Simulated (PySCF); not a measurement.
# C₆H₆FNSi (SMILES N#CC1=CC[SiH2]/C1=C\F): what the fields show

```xyz
15

N     2.9938   -1.7978   -0.5920
C     1.9670   -1.3352   -0.3742
C     0.7081   -0.7574   -0.1078
C    -0.3661   -1.4877    0.2381
C    -1.6532   -0.7835    0.4989
Si   -1.2865    1.0774    0.2221
C     0.5175    0.6893   -0.2014
C     1.4920    1.5263   -0.5330
F     1.2700    2.8503   -0.6061
H    -0.3159   -2.5632    0.3310
H    -1.9929   -1.0146    1.5101
H    -2.4221   -1.1794   -0.1669
H    -2.0175    1.6390   -0.9122
H    -1.4162    1.8707    1.4427
H     2.5176    1.2739   -0.7710
```

Geometry: GFN2-xTB.

Computed with wB97X-D/def2-SVPD, SCF density, gas phase in PySCF 2.14.0.

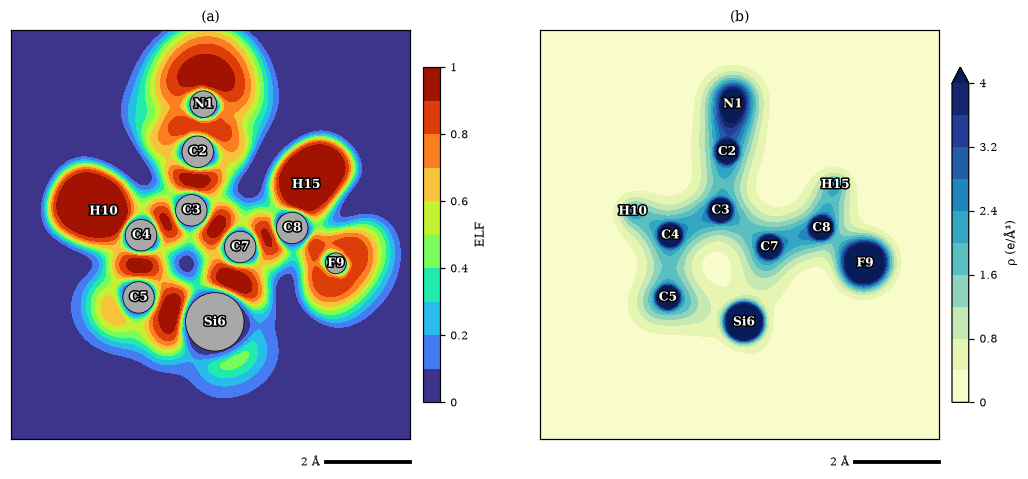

Figure 1. (a) electron localisation function; (b) total electron density on the plane of atoms C4, C3 and C7. Grey discs cover the atomic cores in the ELF map.

What do the fields say about this system?

- Atoms in the plane: N, C, Si, F and H.
- C–N (1.15 Å): ρ at the midpoint is about 3.6 e/Å³; the ELF peaks at about 0.85 between the atoms; a short, multiple covalent bond.
- C–C (1.33 Å): ρ at the midpoint is about 2.3 e/Å³; the ELF peaks at about 0.95 between the atoms (a multiple bond).
- C–F (1.34 Å): the density is about 2.3 e/Å³ at the midpoint, with its minimum of 1.7 e/Å³ about 0.5 Å from C; the ELF peaks at about 0.85 between the atoms: a polar covalent bond.
- C–Si (1.89 Å): ρ at the midpoint is about 0.92 e/Å³; the ELF peaks at about 0.95 between the atoms; a covalent bond.
- C–H (1.08 Å): ρ at the midpoint is about 2 e/Å³; the ELF climbs to about 1 towards the hydrogen, as it does in any bond to H (an ordinary covalent bond to hydrogen).
- The ELF also peaks beside F9 and N1, away from the bonds: lone-pair regions.

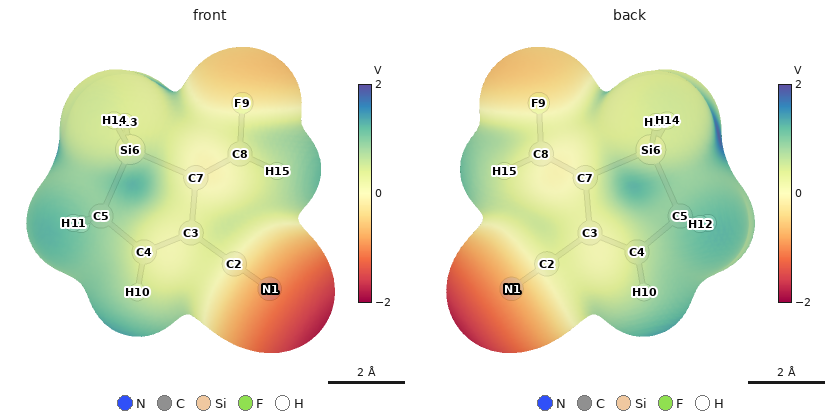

Figure 2. The molecular electrostatic potential painted on the density surface at 0.002 e/bohr³, seen from the front and from behind; red is negative and blue positive.

Which sites attract a positive test charge, and which a negative one?

A positive charge is drawn to the negative regions and a negative charge to the positive ones. The most negative region (about −1.8 V) lies over N1, the most positive (about +1.7 V) over Si6. N1 is the likeliest acceptor of a hydrogen bond.

How polar is the molecule by this calculation?

Its dipole moment is 4.26 D.
